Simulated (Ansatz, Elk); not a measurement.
**Bonding as seen by X-rays: CaCu3**

The structure of CaCu3 used here is made up (a known structure type with other elements) and was relaxed beforehand with PBEsol. The aim is the Fourier transform of its all-electron density, F(hkl), set beside the sum over free spherical atoms that refinements use.

Method: DFT, PBE, all-electron APW+lo, Dirac cores, scalar-relativistic bands, static density, no spin, in Elk 11.2.3 (patched build).

The structure was built from a prototype and need not be the compound's stable phase.

### Step 1. The starting structure

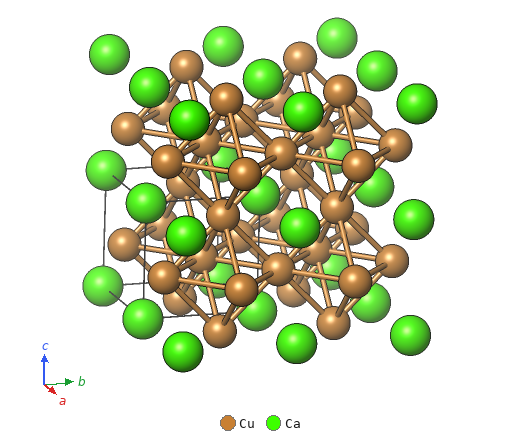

Start, viewed slightly off an axis; copper orange, calcium green. 2×2×2 cells are drawn. Some periodic images of atoms are drawn too.

### Step 2. Ground state and structure factors

An all-electron density is needed, since X-rays see the cores too. Task 0 finds the density and task 195 Fourier-transforms it; tshift is off so that phases refer to the origin typed.

The input, elk.in:

```
tasks
  0
  195

xctype
  20

spinpol
  .false.

rgkmax
  7.0

gmaxvr
  14.0

lmaxo
  7

lmaxapw
  8

swidth
  0.002

tshift
  .false.

ramdisk
  .false.

hmaxvr
  5.5

maxscl
  120

epspot
  1e-06

sppath
  './'

avec
  7.51227283222 0.00000000000 -0.00000000000
  0.00000000000 7.51227283222 0.00000000000
  0.00000000000 0.00000000000 7.51227283222

atoms
  2
  'Cu.in'
  3
  0.5000000000 0.5000000000 0.0000000000   0.000000 0.000000 0.000000
  0.5000000000 -0.0000000000 0.5000000000   0.000000 0.000000 0.000000
  0.0000000000 0.5000000000 0.5000000000   0.000000 0.000000 0.000000
  'Ca.in'
  1
  -0.0000000000 0.0000000000 0.0000000000   0.000000 0.000000 0.000000

ngridk
  6 6 6
```

Command:

```bash
$ OMP_NUM_THREADS=4 elk
```

Numbers of over 12 decimals in the logs are rounded to 6 here.

Output:

```text
┌─────────────────────────┐
│ Elk code version 11.2.3 │
└─────────────────────────┘

All units are atomic (Hartree, Bohr, etc.)

┌─────────────────────────────────────────────────┐
│ Ground-state run starting from atomic densities │
└─────────────────────────────────────────────────┘

Lattice vectors :
   7.512272832       0.000000000      -0.000000000
   0.000000000       7.512272832       0.000000000
   0.000000000       0.000000000       7.512272832

Reciprocal lattice vectors :
  0.8363893921       0.000000000       0.000000000
  -0.000000000      0.8363893921       0.000000000
   0.000000000      -0.000000000      0.8363893921

Unit cell volume      :    423.9494313
Brillouin zone volume :   0.5850938700

Muffin-tin inner radius fraction :   0.1000000000E-01

Nuclei treated as point charges

Species : 1 (Cu)
 parameters loaded from : Cu.in
 name : copper
 nuclear charge    :   -29.00000000
 electronic charge :    29.00000000
 atomic mass :    115837.2717
 muffin-tin radius :    2.400000000
 number of radial points in muffin-tin :    993
 inner part over the whole radius :   0.9893084826E-02
 number on inner part of muffin-tin    :    701
 approximate nuclear radius :   0.7406004541E-04
 number of mesh points to nuclear radius :    336
 atomic positions (lattice), magnetic fields (Cartesian) :
  1 :   0.50000000  0.50000000  0.00000000    0.00000000  0.00000000  0.00000000
  2 :   0.50000000  0.00000000  0.50000000    0.00000000  0.00000000  0.00000000
  3 :   0.00000000  0.50000000  0.50000000    0.00000000  0.00000000  0.00000000

Species : 2 (Ca)
 parameters loaded from : Ca.in
 name : calcium
 nuclear charge    :   -20.00000000
 electronic charge :    20.00000000
 atomic mass :    73057.72475
 muffin-tin radius :    2.400000000
 number of radial points in muffin-tin :    993
 inner part over the whole radius :   0.9970789793E-02
 number on inner part of muffin-tin    :    698
 approximate nuclear radius :   0.6614485811E-04
 number of mesh points to nuclear radius :    321
 atomic positions (lattice), magnetic fields (Cartesian) :
  1 :   0.00000000  0.00000000  0.00000000    0.00000000  0.00000000  0.00000000

Total number of atoms per unit cell :    4
Total muffin-tin volume :    231.6233432
 ratio of muffin-tin to unit cell volume :   0.5463466302

Spin treatment :
 spin-unpolarised

Number of Bravais lattice symmetries :   48
Number of crystal symmetries         :   48
Crystal has inversion symmetry
Real symmetric eigensolver will be used

k-point grid :      6     6     6
k-point offset :    0.000000000       0.000000000       0.000000000
k-point set is reduced with full crystal symmetry group
Total number of k-points :       20

Muffin-tin radius times maximum |G+k| :    7.000000000
 using average radius
Maximum |G+k| for APW functions       :    2.916666667
Maximum (1/2)|G+k|²                   :    4.253472222
Maximum |G| for potential and density :    14.00000000
Constant for pseudocharge density :    8
 order of it for each species :   15  15
 order of it for pair densities of each species (exact exchange by exxq0 0: 16) :   10  10
Radial integration step length :    1

G-vector grid sizes :     35    35    35
Number of G-vectors :    19597

Maximum angular momentum used for
 APW functions            :    8
 outer part of muffin-tin :    7
 inner part of muffin-tin :    2

Total nuclear charge    :   -107.0000000
Total core charge       :    46.00000000
Total valence charge    :    61.00000000
Total excess charge     :    0.000000000
Total electronic charge :    107.0000000

Effective Wigner radius, rₛ :   0.9816286456

Number of empty states         :     16
Total number of valence states :     47
Total number of core states    :     46

Third-order local-orbitals added for an l without core states : T
Total number of local-orbitals :     74

Exchange-correlation functional :     20     0     0
 Perdew-Burke-Ernzerhof, Phys. Rev. Lett. 77, 3865 (1996)
 gradient requirement :    1
[...]
exchange                    :     -230.75996216004
 correlation                 :     -4.986474
 electron entropic           :    -0.16260998630086E-02
 total energy                :     -5644.0433910978

Density of states at Fermi energy :    130.6765048
 (states/Hartree/unit cell)

Estimated indirect band gap :   0.1563944495E-02
 from k-point 9 to k-point 15
Estimated direct band gap   :   0.8233554729E-02
 at k-point 9

Charges :
 core                        :    46.00000000
 valence                     :    61.00000000
 interstitial                :    5.588538835
 muffin-tins (core leakage)
  species : 1 (Cu)
   atom 1                    :    27.42351885     (  0.1738931498E-03)
   atom 2                    :    27.42351885     (  0.1738931498E-03)
[...]
species : 2 (Ca)
[...]
total in muffin-tins        :    101.4114612
 total calculated charge     :    106.9989801
 total charge                :    107.0000000
 error                       :   0.1019887730E-02

RMS change in Kohn-Sham potential (target) :   0.7756032494     (  0.1000000000E-05)
Absolute change in total energy (target)   :   0.1148042969     (  0.1000000000E-03)

[... loops 3 to 16 left out ...]

┌──────────────────┐
│ Loop number : 17 │
└──────────────────┘

Energies :
 Fermi                       :     0.214538
 sum of occupied eigenvalues :     -3241.5233578819
 electron kinetic            :      5735.9146676504
 core electron kinetic       :      5137.1049209538
 Coulomb                     :     -11142.259420189
 Coulomb potential           :     -8666.8854428636
 nuclear-nuclear             :     -882.55574608973
 electron-nuclear            :     -11880.887812484
 Hartree                     :      1621.1841383854
 Madelung                    :     -6808.8166987568
 xc potential                :     -310.55258266864
 exchange                    :     -234.10264533781
 correlation                 :     -5.000913
 electron entropic           :    -0.49293014437674E-03
 total energy                :     -5645.4488037170

Density of states at Fermi energy :    36.97301478
 (states/Hartree/unit cell)

Estimated indirect band gap :   0.1742132773E-02
 from k-point 5 to k-point 5
Estimated direct band gap   :   0.1742132773E-02
 at k-point 5

Charges :
 core                        :    46.00000000
 valence                     :    61.00000000
 interstitial                :    4.238911108
 muffin-tins (core leakage)
  species : 1 (Cu)
[...]
species : 2 (Ca)
[...]
total in muffin-tins        :    102.7610889
 total calculated charge     :    106.9991246
 total charge                :    107.0000000
 error                       :   0.8753592805E-03

RMS change in Kohn-Sham potential (target) :   0.1882725689E-06 (  0.1000000000E-05)
Absolute change in total energy (target)   :   0.8808140319E-04 (  0.1000000000E-03)

Convergence targets achieved

┌──────────────────┐
│ Loop number : 18 │
└──────────────────┘

Energies :
 Fermi                       :     0.214538
 sum of occupied eigenvalues :     -3241.5233551207
 electron kinetic            :      5735.9146631416
 core electron kinetic       :      5137.1049222109
 Coulomb                     :     -11142.259413113
 Coulomb potential           :     -8666.8854453309
 nuclear-nuclear             :     -882.55574608973
 electron-nuclear            :     -11880.887795815
 Hartree                     :      1621.1841287916
 Madelung                    :     -6808.8166904479
 xc potential                :     -310.55257293138
 exchange                    :     -234.10264478840
 correlation                 :     -5.000913
 electron entropic           :    -0.49293028413298E-03
 total energy                :     -5645.4488006037

Density of states at Fermi energy :    36.97302283
 (states/Hartree/unit cell)

Estimated indirect band gap :   0.1742135228E-02
 from k-point 5 to k-point 5
Estimated direct band gap   :   0.1742135228E-02
 at k-point 5

Charges :
 core                        :    46.00000000
 valence                     :    61.00000000
 interstitial                :    4.238911363
 muffin-tins (core leakage)
  species : 1 (Cu)
[...]
atom 2                    :    28.13283118     (  0.1563911506E-03)
   atom 3                    :    28.13283118     (  0.1563911506E-03)
  species : 2 (Ca)
   atom 1                    :    18.36259509     ( -0.1984016436E-06)
 total in muffin-tins        :    102.7610886
 total calculated charge     :    106.9991246
 total charge                :    107.0000000
 error                       :   0.8753592777E-03

┌──────────────────────────────┐
│ Self-consistent loop stopped │
└──────────────────────────────┘

Warning : core states of species 1 leak from the muffin-tin :   0.1563911506E-03

Wrote STATE.OUT
```

Run time: 15 s. Hardware: 4 threads of Arm Neoverse V2, shared host; peak memory 0.16 GiB; 41 s of CPU time.

SFACRHO.OUT:

```text

h k l indices transformed by vhmat matrix:
   1.000000000       0.000000000       0.000000000    
   0.000000000       1.000000000       0.000000000    
   0.000000000       0.000000000       1.000000000    

      h      k      l  multipl.   |H|            Re(F)            Im(F)           |F|

      0      0      0      1   0.0000000       107.00000     -0.85098351E-17   107.00000    
     -1      0      0      6  0.83638939      -9.4516787     -0.61043272E-14   9.4516787    
      1     -1      0     12   1.1828332      -9.1069649     -0.41420071E-14   9.1069649    
     -1     -1     -1      8   1.4486689       81.466206      0.16485006E-13   81.466206    
      0      0     -2      6   1.6727788       76.861682      0.10418841E-13   76.861682    
     -1     -2      0     24   1.8702235      -8.0505229     -0.50068475E-14   8.0505229    
      1     -2      1     24   2.0487272      -7.7792066     -0.95169695E-14   7.7792066    
      0      2     -2     12   2.3656664       63.903178      0.62379057E-14   63.903178    
      0     -3      0      6   2.5091682      -7.0496015     -0.12526338E-13   7.0496015    
     -1      2     -2     24   2.5091682      -7.0705170      0.17506165E-14   7.0705170    
      3      1      0     24   2.6448955      -6.8223395      0.75038304E-17   6.8223395    
      1     -3      1     24   2.7739898       57.201744      0.38785326E-14   57.201744    
     -2      2      2      8   2.8973378       55.346574     -0.75586292E-14   55.346574    
     -3      2      0     24   3.0156448      -6.0932464     -0.17570285E-13   6.0932464    
     -3      1      2     48   3.1294825      -5.8623093      0.26351572E-13   5.8623093    
      0     -4      0      6   3.3455576       49.202308      0.13419902E-13   49.202308    
      2     -2     -3     24   3.4485218      -5.2134503     -0.20249593E-13   5.2134503    
      4     -1      0     24   3.4485218      -5.2145830     -0.32779249E-14   5.2145830
```

Elk indexes on the primitive cell of elk.in and gives |H| = 4π sin θ/λ in inverse bohr. Below, one row stands for each form hkl of the conventional cell (m members, Friedel mates merged), F is for one primitive cell and the density is static (no thermal factor). Free-atom factors are Waasmaier and Kirfel's, and R is Σm||F|−|F'||/Σm|F|.

| hkl | m | sin θ/λ (Å⁻¹) | abs F, DFT | neutral atoms | diff. |
| --- | --- | --- | --- | --- | --- |
| 100 | 6 | 0.126 | 9.452 | 9.752 | -0.300 |
| 110 | 12 | 0.178 | 9.107 | 9.431 | -0.324 |
| 111 | 8 | 0.218 | 81.466 | 82.463 | -0.996 |
| 200 | 6 | 0.252 | 76.862 | 77.840 | -0.978 |
| 210 | 24 | 0.281 | 8.050 | 8.388 | -0.338 |
| 211 | 24 | 0.308 | 7.779 | 8.070 | -0.291 |
| 220 | 12 | 0.356 | 63.903 | 64.278 | -0.374 |
| 300 | 6 | 0.377 | 7.050 | 7.172 | -0.122 |
| 221 | 24 | 0.377 | 7.071 | 7.172 | -0.101 |
| 310 | 24 | 0.398 | 6.822 | 6.890 | -0.068 |
| 311 | 24 | 0.417 | 57.202 | 57.312 | -0.111 |
| 222 | 8 | 0.436 | 55.347 | 55.394 | -0.048 |
| 320 | 24 | 0.454 | 6.093 | 6.098 | -0.005 |
| 321 | 48 | 0.471 | 5.862 | 5.853 | +0.009 |

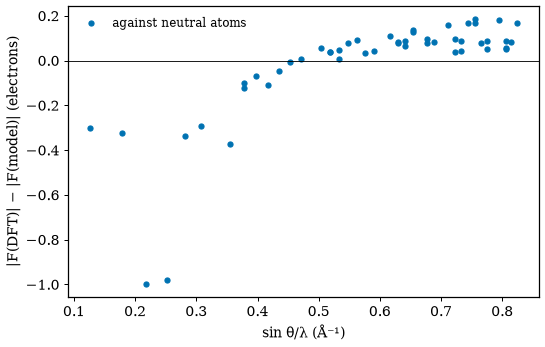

Difference between the calculated structure factors and the independent-atom ones.

### Step 3. The highest occupied states alone

An energy window below the Fermi level keeps the highest occupied states, to see at which angles they scatter; shallow core shells can lie inside it and anion s states outside. No new self-consistency is needed.

Changes to elk.in since step 2:

```diff
@@ -1,3 +1,2 @@
 tasks
-  0
   195
@@ -40,2 +39,5 @@
 
+wsfac
+  -0.152960 0.514540
+
 sppath
```

Command:

```bash
$ OMP_NUM_THREADS=4 elk
```

Output:

```text
┌─────────────────────────────────┐
│ Elk code version 11.2.3 started │
└─────────────────────────────────┘

Info(readinput): the functional depends on the density's gradient
 muffin-tin radial points multiplied by    2.00000
 (not where nrmtscf is given)

┌────────────────────┐
│ Current task : 195 │
└────────────────────┘

Info(sfacrho): density structure factors written to SFACRHO.OUT

 Energy window :  -0.1529600000      0.5145400000

┌──────────────────┐
│ Elk code stopped │
└──────────────────┘
```

The job ended after 4.9 s (4 threads; peak memory 0.17 GiB; 6.4 s of CPU time).

States within 10 eV below the Fermi level hold 35.00 electrons; any levels below the window count with the cores. Their amplitudes can exceed the total, where window and core parts have opposite phase:

| hkl | sin θ/λ (Å⁻¹) | abs F, window | abs F, all |
| --- | --- | --- | --- |
| 100 | 0.126 | 8.348 | 9.452 |
| 110 | 0.178 | 7.205 | 9.107 |
| 111 | 0.218 | 18.968 | 81.466 |
| 200 | 0.252 | 16.819 | 76.862 |
| 210 | 0.281 | 4.850 | 8.050 |
| 211 | 0.308 | 4.374 | 7.779 |
| 220 | 0.356 | 11.484 | 63.903 |
| 300 | 0.377 | 3.378 | 7.050 |
| 221 | 0.377 | 3.399 | 7.071 |
| 310 | 0.398 | 3.137 | 6.822 |

### Step 4. Another functional

The difference from free atoms is small, so it is set against the change that PBEsol makes.

Changes to elk.in since step 3:

```diff
@@ -1,2 +1,3 @@
 tasks
+  0
   195
@@ -4,3 +5,3 @@
 xctype
-  20
+  22
 
@@ -39,5 +40,2 @@
 
-wsfac
-  -0.152960 0.514540
-
 sppath
```

Command:

```bash
$ OMP_NUM_THREADS=4 elk
```

Output:

```text
┌─────────────────────────┐
│ Elk code version 11.2.3 │
└─────────────────────────┘

All units are atomic (Hartree, Bohr, etc.)

┌─────────────────────────────────────────────────┐
│ Ground-state run starting from atomic densities │
└─────────────────────────────────────────────────┘

Lattice vectors :
   7.512272832       0.000000000      -0.000000000
   0.000000000       7.512272832       0.000000000
   0.000000000       0.000000000       7.512272832

Reciprocal lattice vectors :
  0.8363893921       0.000000000       0.000000000
[...]
muffin-tins (core leakage)
  species : 1 (Cu)
[...]
atom 3                    :    28.13018524     (  0.1595534700E-03)
  species : 2 (Ca)
   atom 1                    :    18.36275847     ( -0.1980988618E-06)
 total in muffin-tins        :    102.7533142
 total calculated charge     :    106.9991115
 total charge                :    107.0000000
 error                       :   0.8885334816E-03

┌──────────────────────────────┐
│ Self-consistent loop stopped │
└──────────────────────────────┘

Warning : core states of species 1 leak from the muffin-tin :   0.1595534700E-03

Wrote STATE.OUT
[key lines of the parts left out:]
total energy                :     -5640.5800879252
```

It took 15 s on 4 threads; peak memory 0.17 GiB; 41 s of CPU time.

Against the first run R = 0.03 %; the largest change is -0.032 at 200.

### Step 5. Basis size

A smaller basis shows how fast F responds to it; the change is likely larger than the basis error of the first run, but doesn't show convergence.

Changes to elk.in since step 4:

```diff
@@ -5,3 +5,3 @@
 xctype
-  22
+  20
 
@@ -11,3 +11,3 @@
 rgkmax
-  7.0
+  5.5
```

Command:

```bash
$ OMP_NUM_THREADS=4 elk
```

Output:

```text
┌─────────────────────────┐
│ Elk code version 11.2.3 │
└─────────────────────────┘

All units are atomic (Hartree, Bohr, etc.)

┌─────────────────────────────────────────────────┐
│ Ground-state run starting from atomic densities │
└─────────────────────────────────────────────────┘

Lattice vectors :
   7.512272832       0.000000000      -0.000000000
   0.000000000       7.512272832       0.000000000
   0.000000000       0.000000000       7.512272832

Reciprocal lattice vectors :
  0.8363893921       0.000000000       0.000000000
[...]
muffin-tins (core leakage)
  species : 1 (Cu)
[...]
atom 3                    :    28.08575454     (  0.1564923140E-03)
  species : 2 (Ca)
   atom 1                    :    18.34349665     ( -0.1983969344E-06)
 total in muffin-tins        :    102.6007603
 total calculated charge     :    106.9997780
 total charge                :    107.0000000
 error                       :   0.2220119088E-03

┌──────────────────────────────┐
│ Self-consistent loop stopped │
└──────────────────────────────┘

Warning : core states of species 1 leak from the muffin-tin :   0.1564923140E-03

Wrote STATE.OUT
[key lines of the parts left out:]
total energy                :     -5645.3089344867
```

It took 15 s on 4 threads; peak memory 0.17 GiB; 39 s of CPU time.

Against the first run R = 0.04 %; the largest change is +0.086 at 220.

### Step 6. Basis size

The basis and the expansions that go with it are enlarged, to see whether the differences are converged.

Changes to elk.in since step 5:

```diff
@@ -11,12 +11,12 @@
 rgkmax
-  5.5
+  8.5
 
 gmaxvr
-  14.0
+  18.0
 
 lmaxo
-  7
+  9
 
 lmaxapw
-  8
+  10
```

Command:

```bash
$ OMP_NUM_THREADS=4 elk
```

Output:

```text
┌─────────────────────────┐
│ Elk code version 11.2.3 │
└─────────────────────────┘

All units are atomic (Hartree, Bohr, etc.)

┌─────────────────────────────────────────────────┐
│ Ground-state run starting from atomic densities │
└─────────────────────────────────────────────────┘

Lattice vectors :
   7.512272832       0.000000000      -0.000000000
   0.000000000       7.512272832       0.000000000
   0.000000000       0.000000000       7.512272832

Reciprocal lattice vectors :
  0.8363893921       0.000000000       0.000000000
[...]
muffin-tins (core leakage)
  species : 1 (Cu)
[...]
atom 3                    :    28.14304778     (  0.1565301863E-03)
  species : 2 (Ca)
   atom 1                    :    18.36003810     ( -0.1984113069E-06)
 total in muffin-tins        :    102.7891814
 total calculated charge     :    106.9995164
 total charge                :    107.0000000
 error                       :   0.4835854864E-03

┌──────────────────────────────┐
│ Self-consistent loop stopped │
└──────────────────────────────┘

Warning : core states of species 1 leak from the muffin-tin :   0.1565301863E-03

Wrote STATE.OUT
[key lines of the parts left out:]
total energy                :     -5645.4690201346
```

The job ended after 35 s (4 threads; peak memory 0.27 GiB; 93 s of CPU time).

Against the first run R = 0.01 %; the largest change is -0.011 at 222.

### Step 7. Settings against the effect

| run | R against the first run (%) | R against neutral atoms, low angle (%) | wall time |
| --- | --- | --- | --- |
| PBE, rgkmax 7 | 0.00 | 1.88 | 15 s |
| PBEsol | 0.03 | 1.91 | 15 s |
| rgkmax 5.5 | 0.04 | 1.91 | 15 s |
| rgkmax 8.5 with larger expansions | 0.01 | 1.86 | 35 s |

### Step 8. Outcome

```yaml
r_against_neutral_atoms_sin_theta_lambda_0p3_a_minus1: 1.88 %
r_against_neutral_atoms_0p3_to_0p82_a_minus1: 0.66 %
```

Independent neutral atoms miss the calculated amplitudes by R = 1.88 % below 0.3 Å⁻¹ and 0.66 % from there to 0.82 Å⁻¹; by shells, 3.17 % below 0.15 Å⁻¹ (1 form), 1.83 % 0.15 to 0.3 (4 forms), 0.61 % 0.3 to 0.45 (7 forms), 0.68 % above 0.45 (38 forms). Bonding, aspherical density and the tables' own atoms all enter these figures, and the runs don't part them. The largest change of an amplitude is -1.00 electrons, at 111. The window's part falls from 35.0 electrons at the origin to at most 6.11 between 0.45 and 0.82 Å⁻¹, where compact states inside the window still scatter. Below 0.3 Å⁻¹ the changes that finished (PBEsol, rgkmax 5.5 and rgkmax 8.5 with larger expansions) move F by R = 0.05 % at most, against the 1.88 % that separates it from free atoms. The k-mesh has no finished test. These runs have no spin, though d or f shells may be open. Part of the difference isn't bonding: the tables are fits to free atoms and ions calculated by other methods than this functional. Thermal motion, anomalous dispersion and extinction are left out.

[Logs are printed without paths, hosts, clocks, repeated set-up lines and the standing remarks that a program may print on its own settings, such as how far it seeks lower states.]

[Hosts, paths, dates, database ids (printed as entryN), source tags and the programs' standing remarks are cut or masked in the printed files.]
